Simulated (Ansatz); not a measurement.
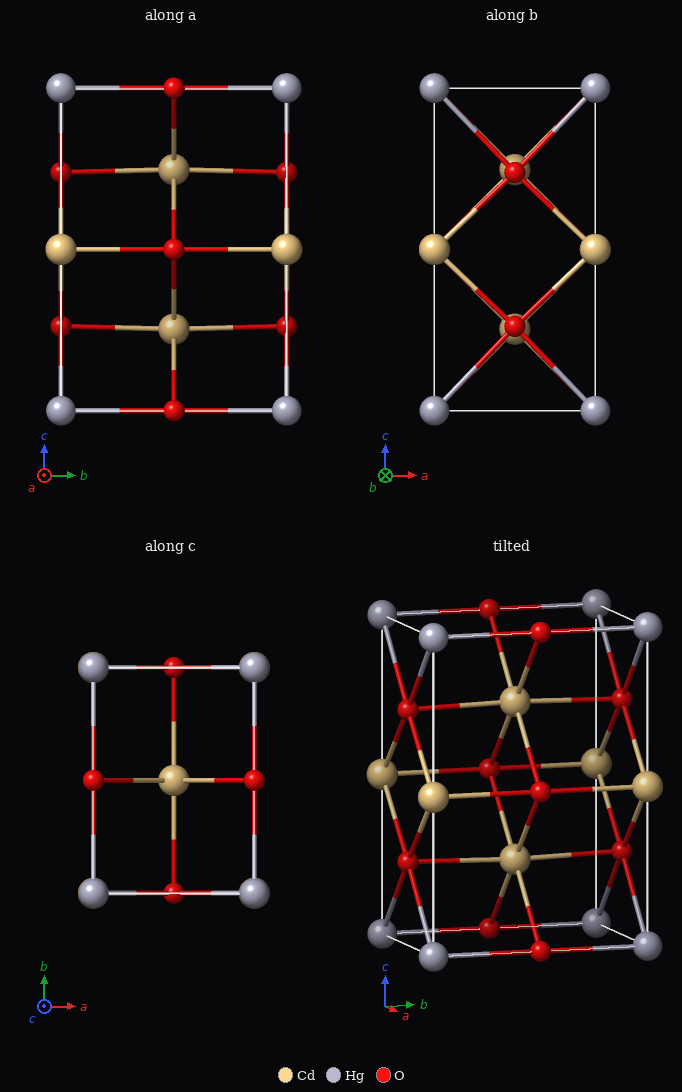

Shown here is a ball-and-stick view of the crystal, taken along the a axis, along the b axis, along the c axis and slightly off an axis. One conventional unit cell is framed, with atoms on its boundary repeated.

Lattice parameters: a = 3.4074 Å, b = 4.7799 Å, c = 6.8304 Å, α = 90.000°, β = 90.000°, γ = 90.000°.

**Reconstruct the structure as a CIF with its space group and independent sites, with free fractional coordinates to two decimals.**

```cif
data_structure
_symmetry_space_group_name_H-M 'P m m m'
_symmetry_Int_Tables_number 47
_cell_length_a 3.4074
_cell_length_b 4.7799
_cell_length_c 6.8304
_cell_angle_alpha 90.000
_cell_angle_beta 90.000
_cell_angle_gamma 90.000
_cell_volume 111.25
loop_
_atom_site_label
_atom_site_type_symbol
_atom_site_symmetry_multiplicity
_atom_site_Wyckoff_symbol
_atom_site_fract_x
_atom_site_fract_y
_atom_site_fract_z
_atom_site_occupancy
Cd1 Cd 2 t 0.50 0.50 0.25 1
Cd2 Cd 1 c 0.00 0.00 0.50 1
Hg1 Hg 1 a 0.00 0.00 0.00 1
O1 O 1 e 0.00 0.50 0.00 1
O2 O 2 s 0.50 0.00 0.26 1
O3 O 1 g 0.00 0.50 0.50 1
```

The structure was taken from a structure type filled with these elements by a generator (whether the compound takes this form wasn't checked). Earlier steps of the study may have refined or changed the cell and positions. Ansatz was used for an electronic-structure calculation on it.
